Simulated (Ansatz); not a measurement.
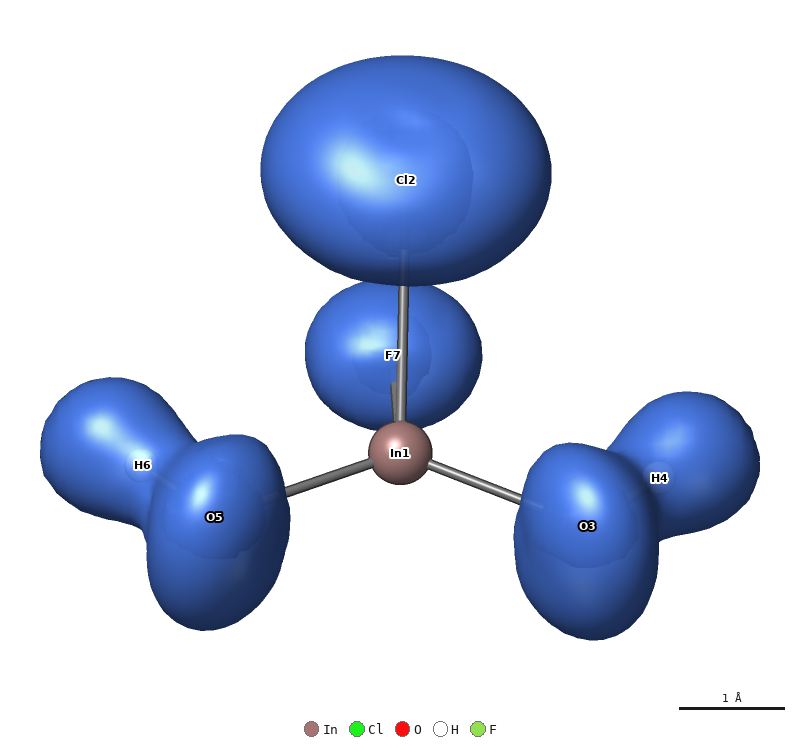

Figure. ClFH2InO2 (doublet). Isosurface of the ELF at 0.75 (blue), seen at an oblique angle. Only the valence region is drawn (cores and ρ < 0.01 e/Å³ removed).

Core potentials replace the inner electrons of In.

Theory: Ansatz 0.2.0, UKS B3LYP/def2-SVP.

Input file:

```
crystal:
  periodic: [false, false, false]
  atoms:
    - { symbol: In, position_ang: [-0.02785, -0.30566, 0.171887] }
    - { symbol: Cl, position_ang: [0.075589, -1.869066, 2.043303] }
    - { symbol: O, position_ang: [1.672135, 0.065908, -0.788586] }
    - { symbol: H, position_ang: [2.431792, -0.291474, -0.306018] }
    - { symbol: O, position_ang: [-1.797112, 0.11804, -0.620301] }
    - { symbol: H, position_ang: [-2.528441, -0.226918, -0.085429] }
    - { symbol: F, position_ang: [-0.035914, 0.710571, 2.838743] }
magnetization:
  spin_polarized: true
  initial_magnetization: 1
basis:
  gaussian: { orbitals: def2-SVP }
hamiltonian:
  xc: b3lyp
relax:
  f_tol: 0.03
  max_steps: 50
output:
  orbitals: {}
```

Launched as:

```sh
ansatz run input.yaml --threads 4 --pin off --max-ram 5120MiB --backend cpu --events-out ev --progress --plain --runs-dir out
```

The fields are those of the run's last geometry, not of the input's.

Where are the electrons localised?

Answer. At this value the surface marks out one region wrapped around Cl (its valence shell), one region wrapped around F (its valence shell) and two joined regions spread over several atoms (H, O), in which their bonds and any lone pairs are merged. Profiles from the grid: In–O (1.99 Å): the ELF peaks at about 0.80 in the valence shell of O, 0.6 Å from its nucleus, and drops to about 0.15 between the two atoms. In–F (2.09 Å): the ELF is about 0.10 at the midpoint.
